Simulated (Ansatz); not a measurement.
## How basis sets differ on CH7NSi (SMILES CN[SiH3])

CH7NSi: 10 atoms, total charge 0, spin state singlet. As SMILES, `CN[SiH3]`. The shape is that of a PBE0-D4/def2-TZVP optimisation.

Each level gives the dipole moment (D). The values are calculated.

```json
{"level": "HF/STO-3G", "kind": "Hartree–Fock", "program": "Ansatz", "value (D)": "0.62"}
{"level": "HF/3-21G", "kind": "Hartree–Fock", "program": "Ansatz", "value (D)": "1.23"}
{"level": "HF/def2-SVP", "kind": "Hartree–Fock", "program": "Ansatz", "value (D)": "1.27"}
{"level": "HF/cc-pVTZ", "kind": "Hartree–Fock", "program": "Ansatz", "value (D)": "1.25"}
```

The values span 0.62 to 1.27 D. Magnitudes only: a small dipole may point the other way at some levels. Sets without polarisation functions give poor dipoles.

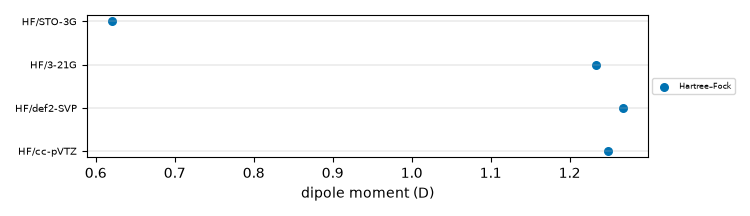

The values of the table, level by level.
